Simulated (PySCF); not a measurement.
KTl

```xyz
2

K     0.0000    0.0000   -3.1796
Tl    0.0000    0.0000    0.6044
```

Core potentials replace the inner electrons of Tl.

All numbers below come from PySCF, PBE0/def2-SVP, non-relativistic Hamiltonian with scalar-relativistic core potentials where named, at a bond length of 3.784 Å.

What will maps of the electron density and electron localisation function show?

Answer. K–Tl (3.78 Å): ρ at the midpoint is about 0.09 e/Å³, with its minimum of 0.07 e/Å³ about 1.6 Å from K; the ELF peaks at about 0.70 in the valence shell of Tl, 1.8 Å from its nucleus, and is about 0.60 at the midpoint.

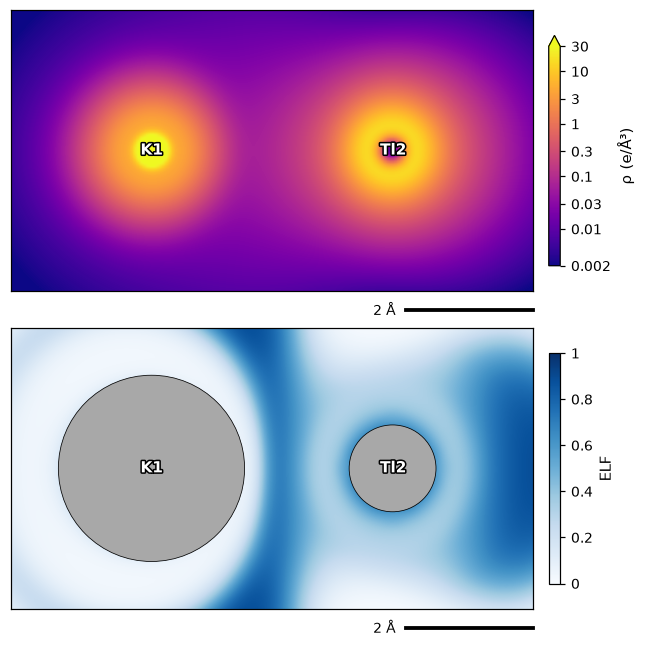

Computed electron density and electron localisation function on a plane that holds the molecular axis, in this order. Grey discs cover the atomic cores in the ELF map. 
